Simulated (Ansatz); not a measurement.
# CH8AsNSi: rotation by 120° about the N2–Si3 bond

Wanted: the energy profile along the rotation by 120° about the N2–Si3 bond, from relaxed end points and a band of images. SMILES of the start: CN([SiH3])[AsH2].

Method: RKS PBE-D4/def2-SVP, in Ansatz 0.2.0.

## Step 1: The starting structure

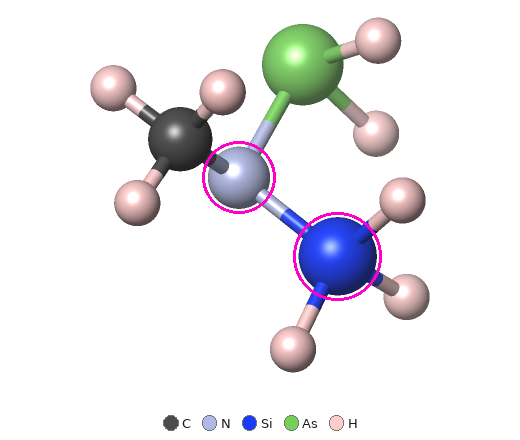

Start, viewed from a chosen angle; carbon dark grey, nitrogen light blue, silicon blue, arsenic green, hydrogen pink. Ringed: N2, Si3.

As a file:

```xyz
12

C    -0.7641    1.1674   -0.5354
N    -0.7174   -0.0032    0.2635
Si    0.8877   -0.0883    1.0081
As   -0.8987   -1.5061   -0.8820
H    -1.8195    1.2639   -1.0254
H    -0.6866    2.1294    0.0898
H    -0.0222    1.2241   -1.3530
H     1.0713   -1.3009    1.8160
H     1.1177    1.0872    1.9470
H     1.9642   -0.0780    0.0067
H     0.4307   -1.4126   -1.5217
H    -0.4860   -2.5380    0.2205
```

## Step 2: Relaxing end A

Input file input.yaml:

```yaml
crystal:
  periodic: [false, false, false]
  atoms:
    - { symbol: C, position_ang: [-0.7641, 1.1674, -0.5354] }
    - { symbol: "N", position_ang: [-0.7174, -0.0032, 0.2635] }
    - { symbol: Si, position_ang: [0.8877, -0.0883, 1.0081] }
    - { symbol: As, position_ang: [-0.8987, -1.5061, -0.882] }
    - { symbol: H, position_ang: [-1.8195, 1.2639, -1.0254] }
    - { symbol: H, position_ang: [-0.6866, 2.1294, 0.0898] }
    - { symbol: H, position_ang: [-0.0222, 1.2241, -1.353] }
    - { symbol: H, position_ang: [1.0713, -1.3009, 1.816] }
    - { symbol: H, position_ang: [1.1177, 1.0872, 1.947] }
    - { symbol: H, position_ang: [1.9642, -0.078, 0.0067] }
    - { symbol: H, position_ang: [0.4307, -1.4126, -1.5217] }
    - { symbol: H, position_ang: [-0.486, -2.538, 0.2205] }
basis:
  gaussian: { orbitals: def2-SVP }
hamiltonian:
  xc: pbe
  dispersion: d4
relax:
  f_tol: 0.015
  max_steps: 40
```

Run with:

```bash
ansatz run input.yaml --threads 2 --pin off --max-ram 3072MiB --backend cpu --events-out ev --progress --plain --runs-dir out
```

Output, cut to the lines that bear on the results:

```text
Warning: RAYON_NUM_THREADS=2 ignored (pool sized by the plan → 2); use --threads N
[...]
Functional definition: PBE
[...]
1353 factors; their error is unknown
[...]
mean field -71346.80860304 eV, -2621.9468555578 hartree, gradient 3.1e-5 eV, S^2 0.000000; 0 other end points of the search recorded, 0 dependent functions left out
[...]
reference -71346.80863775 eV, -2621.9468568333 hartree; 34, 34 occupied and 84, 84 virtual orbitals, 1353 factors
relax step   1: F+E_penalty+E_count = -71347.11693221 eV  Δ(F+E_penalty+E_count) = +0.000e0 eV  max|allowed force component| = 2.457e0 eV/Å  Δτ_max = 0.0000 Å  (29 SCF iters, accepted)
[...]
relax step   4: F+E_penalty+E_count = -71347.50013460 eV  Δ(F+E_penalty+E_count) = +2.564e-2 eV  max|allowed force component| = 1.206e0 eV/Å  Δτ_max = 0.1840 Å  (34 SCF iters, rejected (line search))
[...]
relax step   7: F+E_penalty+E_count = -71347.57787496 eV  Δ(F+E_penalty+E_count) = +3.853e-3 eV  max|allowed force component| = 2.249e-1 eV/Å  Δτ_max = 0.1500 Å  (28 SCF iters, rejected (line search))
[...]
relax step  10: F+E_penalty+E_count = -71347.58826548 eV  Δ(F+E_penalty+E_count) = +7.919e-5 eV  max|allowed force component| = 3.226e-2 eV/Å  Δτ_max = 0.0195 Å  (30 SCF iters, rejected (line search))
[...]
relax step  11: F+E_penalty+E_count = -71347.58847112 eV  Δ(F+E_penalty+E_count) = -1.265e-4 eV  max|allowed force component| = 2.594e-3 eV/Å  Δτ_max = 0.0095 Å  (32 SCF iters, accepted)
[...]
1353 factors; their error is unknown
mean field -71347.29597029 eV, -2621.9647659742 hartree, gradient 2.2e-5 eV, S^2 0.000000; 1 other end points of the search recorded, 0 dependent functions left out
[...]
reference -71347.29600698 eV, -2621.9647673224 hartree; 34, 34 occupied and 84, 84 virtual orbitals, 1353 factors
Total energy: -71347.58856369 eV, -2621.9755185832 hartree
Atom 0 at    -0.829845     1.273011    -0.559009 Å, force    -0.001731     0.004943    -0.001851 eV/Å
Atom 1 at    -0.379802     0.001350     0.003962 Å, force     0.000094     0.002191     0.001980 eV/Å
Atom 2 at     1.042663    -0.056903     1.031553 Å, force    -0.002574    -0.002529     0.002245 eV/Å
Atom 3 at    -0.954809    -1.524224    -0.934997 Å, force     0.006797    -0.004564    -0.002689 eV/Å
Atom 4 at    -1.893599     1.208717    -0.875520 Å, force     0.001761     0.000549     0.000657 eV/Å
Atom 5 at    -0.765181     2.072509     0.210145 Å, force     0.000827    -0.001374     0.000208 eV/Å
Atom 6 at    -0.241646     1.618088    -1.443786 Å, force    -0.000885    -0.002387     0.002020 eV/Å
Atom 7 at     0.971242    -1.297675     1.877505 Å, force    -0.000589    -0.001485     0.001216 eV/Å
Atom 8 at     1.037113     1.175008     1.900260 Å, force     0.001536     0.001017    -0.001573 eV/Å
Atom 9 at     2.355058    -0.091173     0.277987 Å, force    -0.000509     0.002916    -0.002131 eV/Å
Atom 10 at     0.371632    -1.916484    -1.656814 Å, force    -0.004450    -0.001549     0.002454 eV/Å
Atom 11 at    -0.635727    -2.517325     0.202814 Å, force    -0.000277     0.002272    -0.002537 eV/Å
Dipole moment:    -0.051902     0.055384    -0.085648 e Å
```

Run time: 30 s. Hardware: 2 threads of Arm Neoverse V2, shared host; peak memory 0.17 GiB.

Step by step:

```csv
step,energy from step 1 (eV),largest force component (eV/Å)
1,0.0000,2.4573
2,-0.3442,0.7776
3,-0.4088,0.3419
4x,-0.3832,1.2064
5,-0.4474,0.0987
6,-0.4648,0.0592
7x,-0.4609,0.2249
8,-0.4706,0.0434
9,-0.4714,0.0209
10x,-0.4713,0.0323
11,-0.4715,0.0026
12,-0.4716,0.0068
```

Step 1 is the start. 3 steps were tried and not accepted (marked x).

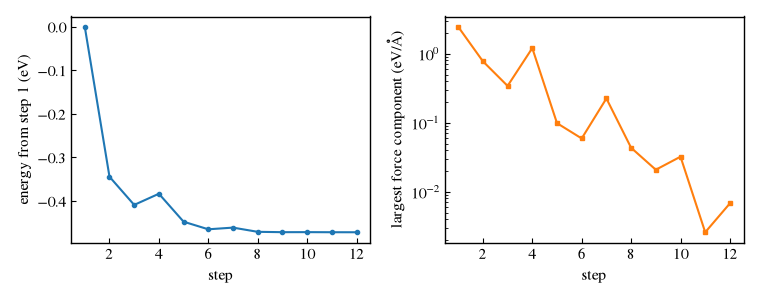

Energy and largest force along the relaxation.

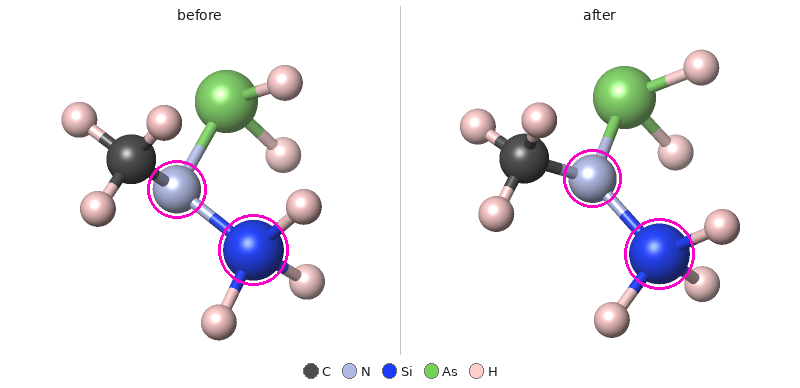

Before and after, at one scale.

After: Bond lengths: C1–N2 1.462 Å, N2–Si3 1.756 Å, N2–As4 1.881 Å, C1–H5 1.112 Å, C1–H6 1.111 Å, C1–H7 1.117 Å, Si3–H8 1.503 Å, Si3–H9 1.507 Å, Si3–H10 1.514 Å, As4–H11 1.560 Å, As4–H12 1.544 Å. Angles (14 of 18 angles, heavy atoms first): C1–N2–Si3 120.2°, C1–N2–As4 114.8°, Si3–N2–As4 120.9°, N2–C1–H5 110.7°, N2–C1–H6 110.0°, N2–C1–H7 114.3°, N2–Si3–H8 108.6°, N2–Si3–H9 107.9°, N2–Si3–H10 114.3°, N2–As4–H11 100.1°, N2–As4–H12 95.2°, H5–C1–H6 107.1°, H5–C1–H7 107.2°, H6–C1–H7 107.2°.

## Step 3: End point B

The second end starts from a geometry with the move made by hand.

input.yaml: that of step 2 with these lines changed.

```diff
@@ -10,5 +10,5 @@
     - { symbol: H, position_ang: [-0.0222, 1.2241, -1.353] }
-    - { symbol: H, position_ang: [1.0713, -1.3009, 1.816] }
-    - { symbol: H, position_ang: [1.1177, 1.0872, 1.947] }
-    - { symbol: H, position_ang: [1.9642, -0.078, 0.0067] }
+    - { symbol: H, position_ang: [1.15493, 1.04447, 1.90377] }
+    - { symbol: H, position_ang: [1.98255, -0.0624, -0.04871] }
+    - { symbol: H, position_ang: [1.0645, -1.31104, 1.80523] }
     - { symbol: H, position_ang: [0.4307, -1.4126, -1.5217] }
@@ -23 +23,3 @@
   max_steps: 40
+output:
+  orbitals: {}
```

Run with:

```bash
ansatz run input.yaml --threads 2 --pin off --max-ram 3072MiB --backend cpu --events-out ev --progress --plain --runs-dir out
```

Output, cut to the lines that bear on the results:

```text
Warning: RAYON_NUM_THREADS=2 ignored (pool sized by the plan → 2); use --threads N
[...]
[... 1 set-up line as earlier in the session ...]
[...]
1353 factors; their error is unknown
[...]
mean field -71346.81148222 eV, -2621.9469613659 hartree, gradient 3.2e-5 eV, S^2 0.000000; 0 other end points of the search recorded, 0 dependent functions left out
[...]
reference -71346.81151690 eV, -2621.9469626404 hartree; 34, 34 occupied and 84, 84 virtual orbitals, 1353 factors
relax step   1: F+E_penalty+E_count = -71347.12002886 eV  Δ(F+E_penalty+E_count) = +0.000e0 eV  max|allowed force component| = 2.463e0 eV/Å  Δτ_max = 0.0000 Å  (29 SCF iters, accepted)
[...]
relax step   3: F+E_penalty+E_count = -71347.52484142 eV  Δ(F+E_penalty+E_count) = -6.712e-2 eV  max|allowed force component| = 3.487e-1 eV/Å  Δτ_max = 0.1803 Å  (28 SCF iters, accepted)
[...]
Atom 2 at     1.054931    -0.063108     1.015728 Å, force    -0.005926     0.001262    -0.001863 eV/Å
Atom 3 at    -0.963751    -1.525471    -0.933775 Å, force     0.007459     0.002990    -0.013416 eV/Å
Atom 4 at    -1.893764     1.209377    -0.868251 Å, force     0.001183     0.000872     0.001667 eV/Å
Atom 5 at    -0.755159     2.070803     0.208875 Å, force     0.000949     0.001068    -0.000516 eV/Å
Atom 6 at    -0.246034     1.616461    -1.449960 Å, force    -0.001565    -0.004532     0.006714 eV/Å
Atom 7 at     1.060666     1.172414     1.879515 Å, force     0.002898    -0.003037     0.000336 eV/Å
Atom 8 at     2.361900    -0.105697     0.253059 Å, force    -0.001721     0.002269    -0.001393 eV/Å
Atom 9 at     0.983326    -1.301321     1.865641 Å, force     0.001341     0.001292     0.001605 eV/Å
Atom 10 at     0.351012    -1.914134    -1.678806 Å, force    -0.005274    -0.002376     0.002796 eV/Å
Atom 11 at    -0.624906    -2.522946     0.194317 Å, force     0.001325     0.008821     0.004789 eV/Å
Dipole moment:    -0.052288     0.055427    -0.084683 e Å
```

It took 24 s on 2 threads of Arm Neoverse V2, shared host; peak memory 0.17 GiB.

The steps of the relaxation:

```csv
step,energy from step 1 (eV),largest force component (eV/Å)
1,0.0000,2.4632
2,-0.3377,0.7687
3,-0.4048,0.3487
4x,-0.3956,1.0716
5,-0.4452,0.0995
6,-0.4616,0.1051
7x,-0.4554,0.2903
8,-0.4676,0.0356
9,-0.4683,0.0174
10,-0.4684,0.0134
```

Step 1 is the start. 2 steps were tried and not accepted (marked x).

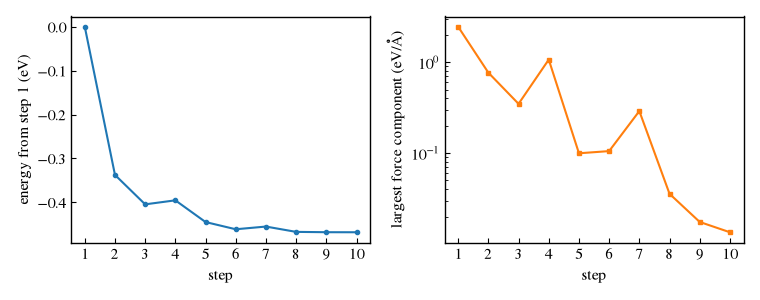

How energy and force went from step to step.

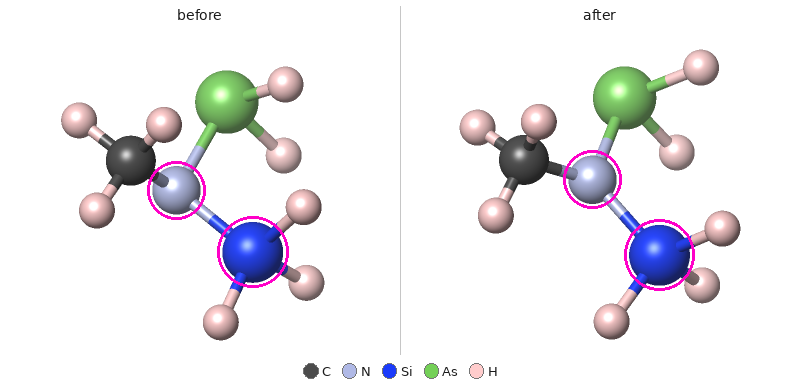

Before and after, at one scale.

After: Bond lengths: C1–N2 1.462 Å, N2–Si3 1.756 Å, N2–As4 1.882 Å, C1–H5 1.112 Å, C1–H6 1.111 Å, C1–H7 1.117 Å, Si3–H8 1.508 Å, Si3–H9 1.514 Å, Si3–H10 1.504 Å, As4–H11 1.560 Å, As4–H12 1.543 Å. Angles (14 of 18 angles, heavy atoms first): C1–N2–Si3 120.3°, C1–N2–As4 114.8°, Si3–N2–As4 120.9°, N2–C1–H5 110.7°, N2–C1–H6 109.9°, N2–C1–H7 114.3°, N2–Si3–H8 107.8°, N2–Si3–H9 114.3°, N2–Si3–H10 108.5°, N2–As4–H11 100.1°, N2–As4–H12 95.3°, H5–C1–H6 107.1°, H5–C1–H7 107.2°, H6–C1–H7 107.2°.

## Step 4: Nudged elastic band

crystal.atoms is end A as relaxed above, and neb.final_atoms is end B, turned to lie on A. With 7 inner images the band has 9 in all.

Input file input.yaml:

```yaml
crystal:
  periodic: [false, false, false]
  atoms:
    - { symbol: C, position_ang: [-0.829845, 1.273011, -0.559009] }
    - { symbol: "N", position_ang: [-0.379802, 0.00135, 0.003962] }
    - { symbol: Si, position_ang: [1.042663, -0.056903, 1.031553] }
    - { symbol: As, position_ang: [-0.954809, -1.524224, -0.934997] }
    - { symbol: H, position_ang: [-1.893599, 1.208717, -0.87552] }
    - { symbol: H, position_ang: [-0.765181, 2.072509, 0.210145] }
    - { symbol: H, position_ang: [-0.241646, 1.618088, -1.443786] }
    - { symbol: H, position_ang: [0.971242, -1.297675, 1.877505] }
    - { symbol: H, position_ang: [1.037113, 1.175008, 1.90026] }
    - { symbol: H, position_ang: [2.355058, -0.091173, 0.277987] }
    - { symbol: H, position_ang: [0.371632, -1.916484, -1.656814] }
    - { symbol: H, position_ang: [-0.635727, -2.517325, 0.202814] }
basis:
  gaussian: { orbitals: def2-SVP }
hamiltonian:
  xc: pbe
  dispersion: d4
neb:
  order_check: false
  images: 7
  f_tol: 0.03
  max_iterations: 60
  initial_path: idpp
  final_atoms:
    - { symbol: C, position_ang: [-0.99818054, 1.2168185, -0.3786547] }
    - { symbol: "N", position_ang: [-0.37582942, -0.05324477, -0.00903889] }
    - { symbol: Si, position_ang: [1.02434879, -0.07832064, 1.05013056] }
    - { symbol: As, position_ang: [-0.71242495, -1.47218979, -1.19817776] }
    - { symbol: H, position_ang: [-2.03646664, 1.05507044, -0.7415811] }
    - { symbol: H, position_ang: [-1.06175472, 1.88067754, 0.51021205] }
    - { symbol: H, position_ang: [-0.45402003, 1.78141844, -1.17447625] }
    - { symbol: H, position_ang: [0.82853119, 0.9869321, 2.09873322] }
    - { symbol: H, position_ang: [2.34016871, 0.19044059, 0.35153831] }
    - { symbol: H, position_ang: [1.11683745, -1.43666057, 1.68810337] }
    - { symbol: H, position_ang: [0.66169384, -1.54306154, -1.93404909] }
    - { symbol: H, position_ang: [-0.25580469, -2.5829813, -0.22863972] }
```

Run with:

```bash
ansatz run input.yaml --threads 2 --pin off --max-ram 3072MiB --backend cpu --events-out ev --progress --plain --runs-dir out
```

Output, cut to the lines that bear on the results:

```text
Warning: RAYON_NUM_THREADS=2 ignored (pool sized by the plan → 2); use --threads N
[...]
[... 1 set-up line as earlier in the session ...]
[...]
1353 factors; their error is unknown
[...]
mean field -71347.29598418 eV, -2621.9647664846 hartree, gradient 3.4e-5 eV, S^2 0.000000; 0 other end points of the search recorded, 0 dependent functions left out
[...]
reference -71347.29602085 eV, -2621.9647678319 hartree; 34, 34 occupied and 84, 84 virtual orbitals, 1353 factors
1353 factors; their error is unknown
[...]
mean field -71347.29596841 eV, -2621.9647659048 hartree, gradient 3.2e-5 eV, S^2 0.000000; 0 other end points of the search recorded, 0 dependent functions left out
[...]
reference -71347.29600499 eV, -2621.9647672492 hartree; 34, 34 occupied and 84, 84 virtual orbitals, 1353 factors
NEB end point (image 0): max|allowed force component| = 6.634e-3 eV/Å (the criterion of neb.relax_end_points is 1.000e-2)
[...]
Atom 3 at    -0.471350    -1.280095    -1.531734 Å, force    -0.001240     0.001407    -0.000132 eV/Å
Atom 4 at    -2.052321     0.866938    -0.793011 Å, force     0.000045    -0.000143     0.000067 eV/Å
Atom 5 at    -1.741160     0.983312     0.963731 Å, force     0.000056     0.000032     0.000104 eV/Å
Atom 6 at    -0.848908     2.040502    -0.184140 Å, force    -0.000066     0.000062     0.000035 eV/Å
Atom 7 at     0.706366    -0.087451     2.357905 Å, force    -0.000137    -0.001221     0.000112 eV/Å
Atom 8 at     1.906395     1.335018     0.802099 Å, force     0.000475    -0.000062    -0.000786 eV/Å
Atom 9 at     2.065702    -1.110586     0.579886 Å, force    -0.000177     0.000158     0.000099 eV/Å
Atom 10 at     0.956380    -1.271140    -2.136493 Å, force    -0.000180    -0.002097     0.001367 eV/Å
Atom 11 at    -0.127115    -2.559870    -0.726975 Å, force     0.001747    -0.000107    -0.001330 eV/Å
Dipole moment:    -0.088615     0.022728    -0.047512 e Å
this run last wrote the band of iteration 28 to <dir>; this run last wrote the band within `neb.f_tol` of iteration 12 to <dir>
```

Wall time 6.4 min (2 threads of Arm Neoverse V2, shared host); peak memory 0.17 GiB.

(Part 1 of 2 ends here.)
